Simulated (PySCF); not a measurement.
# C₂H₅B: NMR shifts and spin-spin couplings at several levels of theory, part 2 of 2

PySCF 2.14.0. Atoms count from 0.

### Step 10. Shielding tensors: PBE0/pcSseg-0

What the job is given:

```
{"job": {"kind": "nmr", "xc": "PBE0", "basis": "pcSseg-0", "pop": true}, "charge": 0, "multiplicity": 1}
B      1.239421     0.026824    -0.138870
C     -0.186073    -0.546888    -0.015551
C     -1.262353     0.259040    -0.092256
H      2.222176    -0.672322    -0.044090
H      1.377903     1.214444    -0.334274
H     -0.361038    -1.617902     0.146455
H     -1.144581     1.336674    -0.253296
H     -2.291024    -0.109310     0.001005
```

Level: GIAO PBE0/pcSseg-0 NMR shielding, non-relativistic, gas phase.

What it wrote:

```text
coarse grid: 6360 points
cycle   1  E = -103.6530980367  dE = -9.696e-03  |g| = 1.997e-01  |ddm| = 2.514e+00
cycle   2  E = -103.6474040497  dE =  5.694e-03  |g| = 2.541e-01  |ddm| = 5.206e-01
cycle   3  E = -103.6650537283  dE = -1.765e-02  |g| = 5.388e-02  |ddm| = 3.083e-01
cycle   4  E = -103.6657825573  dE = -7.288e-04  |g| = 1.489e-02  |ddm| = 5.700e-02
cycle   5  E = -103.6658426522  dE = -6.009e-05  |g| = 2.595e-03  |ddm| = 1.861e-02
cycle   6  E = -103.6658451754  dE = -2.523e-06  |g| = 4.605e-04  |ddm| = 3.977e-03
final grid: 60488 points
cycle   7  E = -103.6542005423  dE = -7.468e-06  |g| = 3.495e-03  |ddm| = 1.464e-02
cycle   8  E = -103.6542004536  dE =  8.871e-08  |g| = 3.574e-03  |ddm| = 7.575e-03
cycle   9  E = -103.6542039404  dE = -3.487e-06  |g| = 3.060e-04  |ddm| = 3.820e-03
cycle  10  E = -103.6542039674  dE = -2.695e-08  |g| = 1.206e-04  |ddm| = 4.466e-04
cycle  11  E = -103.6542039711  dE = -3.766e-09  |g| = 2.590e-05  |ddm| = 1.220e-04
cycle  12  E = -103.6542039713  dE = -1.956e-10  |g| = 1.317e-06  |ddm| = 2.953e-05
converged SCF energy = -103.6542039713

GIAO shielding tensors (ppm)
atom      isotropic    diamagn.    paramagn.     s11        s22        s33       span
  0 B       25.056     191.229    -166.174    -31.895    -17.158    124.220    156.116
  1 C       36.456     262.912    -226.456    -94.164     11.918    191.615    285.779
  2 C       19.131     258.774    -239.643   -104.066      3.632    157.826    261.892
  3 H       24.748      28.762      -4.014     19.900     26.060     28.285      8.386
  4 H       24.901      29.317      -4.417     18.901     27.020     28.781      9.880
  5 H       25.077      31.383      -6.306     21.504     26.054     27.672      6.167
  6 H       25.608      30.931      -5.323     22.506     26.562     27.756      5.250
  7 H       25.293      29.656      -4.362     22.260     26.139     27.481      5.221
```

Wall time 1.7 s (1 thread of Arm Neoverse V1, shared host); peak memory 0.35 GiB.

Key values: δ C2 174.4, C1 157.1, B0 79.8, H3 8.01, H5 7.76 ppm (means over like atoms).

### Step 11. J couplings: HF/pcJ-1

Settings changed since step 10:

```diff
@@ -1,2 +1,2 @@
-{"job": {"kind": "nmr", "xc": "PBE0", "basis": "pcSseg-0", "pop": true}, "charge": 0, "multiplicity": 1}
+{"job": {"kind": "j", "xc": "HF", "basis": "pcJ-1"}, "charge": 0, "multiplicity": 1}
 B      1.239421     0.026824    -0.138870
```

With the program's defaults for keys left out, this is: HF/pcJ-1 indirect spin-spin coupling, non-relativistic, gas phase.

What it wrote:

```text
final grid: 60488 points
cycle   1  E = -103.2509644713  dE =  1.946e-01  |g| = 3.078e-01  |ddm| = 2.006e+00
cycle   2  E = -103.2868330977  dE = -3.587e-02  |g| = 1.008e-01  |ddm| = 3.729e-01
cycle   3  E = -103.2899685659  dE = -3.135e-03  |g| = 4.516e-02  |ddm| = 1.234e-01
cycle   4  E = -103.2905888870  dE = -6.203e-04  |g| = 6.277e-03  |ddm| = 4.187e-02
cycle   5  E = -103.2906042998  dE = -1.541e-05  |g| = 1.698e-03  |ddm| = 8.728e-03
cycle   6  E = -103.2906062376  dE = -1.938e-06  |g| = 7.911e-04  |ddm| = 2.738e-03
cycle   7  E = -103.2906066669  dE = -4.292e-07  |g| = 3.204e-04  |ddm| = 1.425e-03
cycle   8  E = -103.2906067525  dE = -8.565e-08  |g| = 7.349e-05  |ddm| = 7.947e-04
cycle   9  E = -103.2906067572  dE = -4.651e-09  |g| = 1.583e-05  |ddm| = 1.888e-04
cycle  10  E = -103.2906067574  dE = -1.951e-10  |g| = 3.457e-06  |ddm| = 4.346e-05
converged SCF energy = -103.2906067574

Indirect spin-spin couplings (Hz)
  i      j    bonds     total        FC       PSO       DSO        SD
  0 B    1 C    1     30.756    22.567    -1.617     0.128     9.678
  0 B    2 C    2     70.520    80.594     0.433    -0.093   -10.413
  0 B    3 H    1    153.176   154.007    -1.215     0.266     0.119
  0 B    4 H    1    154.064   154.746    -1.284     0.312     0.289
  0 B    5 H    2     44.705    44.602     0.183    -0.604     0.523
  0 B    6 H    3    -45.983   -45.591     0.059    -0.103    -0.348
  0 B    7 H    3    -41.885   -41.326     0.577    -0.682    -0.453
  1 C    2 C    1   -306.812  -196.976   -10.430     0.090   -99.496
  1 C    3 H    2    -18.253   -16.937    -0.141    -0.206    -0.969
  1 C    4 H    2    -18.421   -17.934    -0.274    -0.207    -0.007
  1 C    5 H    1     20.524    17.868     0.160     0.570     1.925
  1 C    6 H    2    180.662   183.755    -1.421    -0.578    -1.093
  1 C    7 H    2    176.930   178.910    -1.194    -0.621    -0.165
  2 C    3 H    3     34.474    33.412     0.372    -0.417     1.107
  2 C    4 H    3     30.481    30.557    -0.018    -0.081     0.023
  2 C    5 H    2    190.227   194.787    -1.493    -0.571    -2.495
  2 C    6 H    1    -47.820   -49.057    -0.389     0.408     1.218
  2 C    7 H    1    -51.873   -52.469    -0.367     0.383     0.580
  3 H    4 H    2      0.706     1.102     1.816    -2.034    -0.179
  3 H    5 H    3     16.277    17.640     0.530    -0.623    -1.270
  3 H    6 H    4    -13.398   -14.947     1.154    -1.295     1.690
  3 H    7 H    4    -13.138   -12.204     1.357    -1.520    -0.771
  4 H    5 H    3     26.120    24.363     2.090    -2.321     1.988
  4 H    6 H    4    -18.215   -15.908    -0.955     0.946    -2.299
  4 H    7 H    4    -15.243   -15.331     1.450    -1.598     0.235
  5 H    6 H    3   -118.559  -108.426     2.736    -3.360    -9.509
  5 H    7 H    3   -116.175  -116.135     0.320    -0.835     0.474
  6 H    7 H    2    150.074   153.340     3.640    -3.579    -3.326
```

Run time: 3.6 s. Hardware: 1 thread of Arm Neoverse V1, shared host; peak memory 0.53 GiB.

It converged, yet the result is unsound: the reference is near a triplet instability, so Fermi-contact and spin-dipole terms are unreliable. Its HOMO lies at -10.61 eV, against -8.23 eV in step 2 (PBE0/6-31G*), a different level, so the two don't compare directly.

### Step 12. Comparing the runs: NMR shifts

Shifts (ppm), means over like atoms, with basis size and wall time:

```csv
run,C2,C1,H5,H3,H7,H6,B0,functions,time
PBE0/6-31G*,152.5,137.0,7.39,7.11,7.01,6.81,68.2,52,2.3 s
"PBE0/6-311+G(2d,p)",163.2,149.2,7.48,6.98,7.22,6.92,72.0,111,4.6 s
PBE0/def2-SVP,157.6,141.9,7.37,7.00,7.02,6.74,70.9,67,2.6 s
PBE0/def2-TZVP,165.0,150.6,7.50,6.99,7.21,6.91,73.3,123,5.2 s
PBE0/cc-pVDZ,157.7,143.2,7.44,7.06,7.16,6.85,71.7,67,2.7 s
PBE0/cc-pVTZ,164.0,149.8,7.51,6.86,7.22,6.92,72.3,160,6.9 s
PBE0/aug-cc-pVDZ,156.3,143.3,7.57,7.13,7.36,6.99,71.4,114,4.7 s
PBE0/IGLO-III,168.7,154.5,7.49,6.90,7.22,6.89,76.7,155,6.7 s
PBE0/pcSseg-0,174.4,157.1,7.76,8.01,7.54,7.22,79.8,37,1.7 s
```

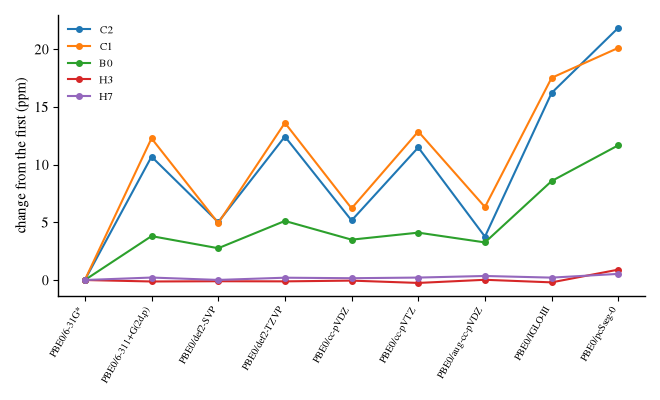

How five of the tabulated atoms move from run to run.

### Step 13. Summary of results

The summary covers parts 1 to 2.

```
                                                            quantity                                             value
                                13C shifts against TMS (PBE0/6-31G*)                                  152.5, 137.0 ppm
1H shifts against TMS (PBE0/6-31G*, means over atoms taken as alike)                        7.39, 7.11, 7.01, 6.81 ppm
                           11B shifts against BF3·OEt2 (PBE0/6-31G*)                                          68.2 ppm
                                            range of the shift of C2                                152.5 to 174.4 ppm
                                       property runs in this session  10, of which 0 failed and 1 gave unsound results
```

Single values in the summary come from the first sound run of each kind (PBE0/6-31G*), which need not be the best level. At PBE0/6-31G*: The widest tensor belongs to C1: span 247 ppm, with a paramagnetic part of -193 ppm. Across the 9 runs the shift of C2 moves most, between 152.5 (PBE0/6-31G*) and 174.4 ppm (PBE0/pcSseg-0).
